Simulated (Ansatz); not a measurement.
Input file:

```
crystal:
  periodic: [false, false, false]
  atoms:
    - {symbol: B, position_ang: [-0.191300, 0.250800, -0.775400]}
    - {symbol: N, position_ang: [0.206500, -0.255100, 0.731700]}
    - {symbol: H, position_ang: [-0.078200, -0.728400, -1.481000]}
    - {symbol: H, position_ang: [-1.332600, 0.649700, -0.687200]}
    - {symbol: H, position_ang: [0.604400, 1.126600, -1.038400]}
    - {symbol: H, position_ang: [0.140800, 0.507000, 1.398700]}
    - {symbol: H, position_ang: [1.156600, -0.611300, 0.755300]}
    - {symbol: H, position_ang: [-0.414000, -0.996500, 1.040500]}
basis:
  gaussian: {orbitals: aug-pcseg-1.json}
magnetization: {spin_polarized: true, initial_magnetization: 0}
hamiltonian:
  xc:
    text: |
      parameter omega = 0.2/bohr
      exchange = pbe_x_sr(omega) + exact_x_lr(omega)
      correlation = vwn_rpa_c
  pseudopotentials: {relativity: none}
output: {forces: true, orbitals: {seedname: orbitals}}
```

Run with:

```sh
ansatz run run.yaml --threads 1 --pin off --max-ram 2610MiB --events-out events.jsonl --progress --plain --runs-dir runs
```

Geometry: PBE0-D4/def2-TZVP.

Computed with Ansatz 0.2.0, isolated molecule in a Gaussian basis; Kohn-Sham density functional theory, functional PBEx+VWNRPAc.

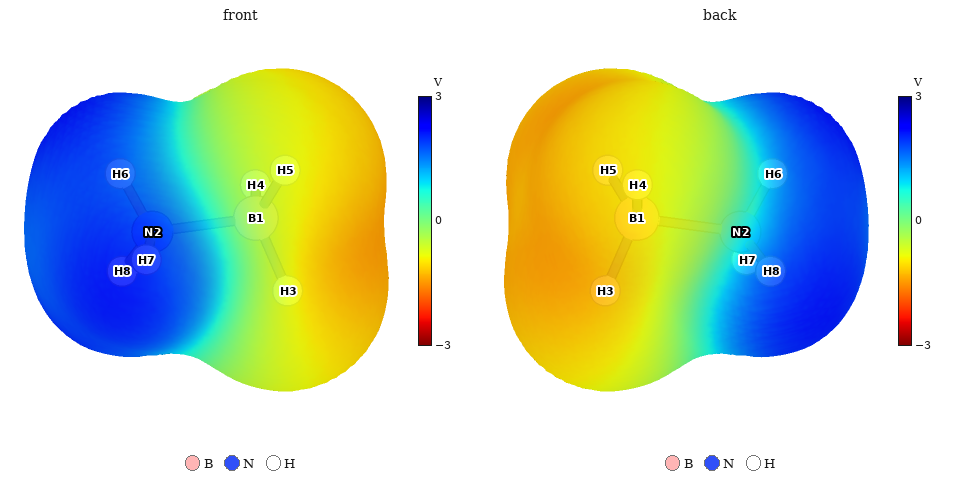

BH$_{6}$N. The electrostatic potential painted on the density surface at 0.001 e/bohr³, seen from the front and from behind; red is negative and blue positive.

Q: Where is the surface potential most negative and most positive?

A: The most negative region (about −1.5 V, or −35 kcal/mol for a unit charge) lies over H3, the most positive (about +2.2 V, or +51 kcal/mol for a unit charge) over H6, H7 and H8.

Q: What dipole moment does the calculation give?

A: Its dipole moment is 5.32 D.
